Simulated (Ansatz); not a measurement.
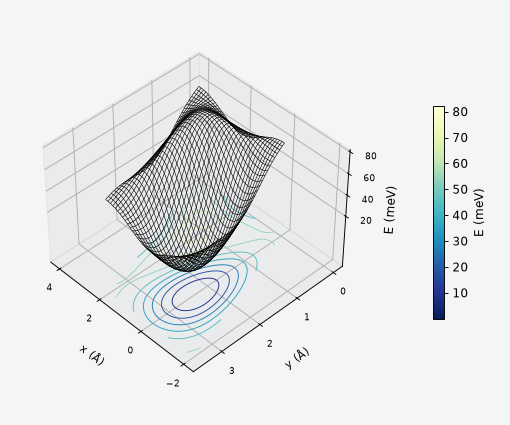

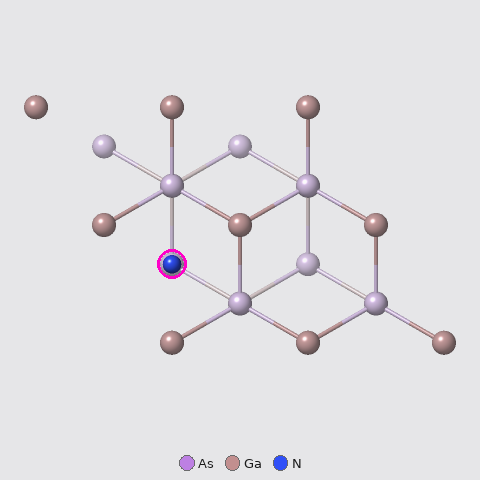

Energy landscape of N₂ on a GaAs(111) slab cut from the F-43m phase, its upper half relaxed before the scan (16 atoms of substrate and one adsorbate in a 2 × 2 cell). N2 is moved over the surface cell at a fixed height above a rigid substrate; the origin of the map has the adsorbate above Ga13; the height is held at 2.90 Å. Places are given modulo a cell vector. The map is drawn in real space over the plane of the surface. Grid: 9 × 9 points; 19 points were computed and 62 follow by symmetry. Places are given in fractions of the 1 × 1 surface cell. Energies: meV, counted from the lowest grid point. At a fixed height the lowest place need not be the adsorption site. Computed with Ansatz, DFT PBE+D3(BJ), scalar-relativistic, plane waves, PAW. Settings: cutoff 420 eV, k-mesh 6×6×1, gaussian smearing 0.05 eV, no spin polarisation.

In the figure: a relief with its contours projected below, any walls above the top of the colour scale cut off. Between grid points the surface is interpolated. The second picture is the structure at the lowest point; rings mark the moved atoms.

### Where are the wells?

The lowest grid point is at a threefold hollow, (3/9, 6/9) of the cell vectors. The highest grid point, a threefold hollow over a second-layer As atom, (6/9, 3/9) of the cell vectors, lies 82 meV above the lowest. On the interpolated surface the easiest way out of the lowest well to its copy in the next cell or period passes a barrier of about 60 meV.

The input of one point:

```yaml
crystal:
  lattice:
    - [8.0267120191, 0.0, 0.0]
    - [-4.0133560095, 6.9513365174, 0.0]
    - [0.0, 0.0, 22.6407101013]
  atoms:
    - { symbol: As, position: [0.0, 0.0, 0.1766729039] }
    - { symbol: As, position: [0.0, 0.5, 0.1766729039] }
    - { symbol: As, position: [0.5, 0.0, 0.1766729039] }
    - { symbol: As, position: [0.5, 0.5, 0.1766729039] }
    - { symbol: Ga, position: [0.1666666667, 0.3333333333, 0.2128565245] }
    - { symbol: Ga, position: [0.1666666667, 0.8333333333, 0.2128565245] }
    - { symbol: Ga, position: [0.6666666667, 0.3333333333, 0.2128565245] }
    - { symbol: Ga, position: [0.6666666667, 0.8333333333, 0.2128565245] }
    - { symbol: As, position: [0.1666666667, 0.3333333333, 0.330263407] }
    - { symbol: As, position: [0.1666666667, 0.8333333333, 0.330263407] }
    - { symbol: As, position: [0.6666666667, 0.3333333333, 0.330263407] }
    - { symbol: As, position: [0.6666666667, 0.8333333333, 0.330263407] }
    - { symbol: Ga, position: [0.3333333333, 0.1666666667, 0.3595607234] }
    - { symbol: Ga, position: [0.3333333333, 0.6666666667, 0.3595607234] }
    - { symbol: Ga, position: [0.8333333333, 0.1666666667, 0.3595607234] }
    - { symbol: Ga, position: [0.8333333333, 0.6666666667, 0.3595607234] }
    - { symbol: "N", position: [0.5, 0.5, 0.4876485787] }
    - { symbol: "N", position: [0.5, 0.5, 0.5362336273] }
basis:
  ecutwfc: 420
kpoints:
  mp_grid: { grid: [6, 6, 1] }
hamiltonian:
  xc: pbe
  dispersion: d3bj
scf:
  occupations: { method: gaussian, width: 0.05 }
output:
  forces: true
  eigenvalues: true
efield:
  axis: 3
  dipole_correction: true
  ramp_width: 0.04
```

Each point was launched as `ansatz run input.yaml --threads 4 --pin off --max-ram 12288MiB --backend cpu --events-out ev --progress --plain --runs-dir out`. Time for the 19 points that were run: 16 min on 4 threads of Intel(R) Xeon(R) Platinum 8488C (Sapphire Rapids), on a shared host.
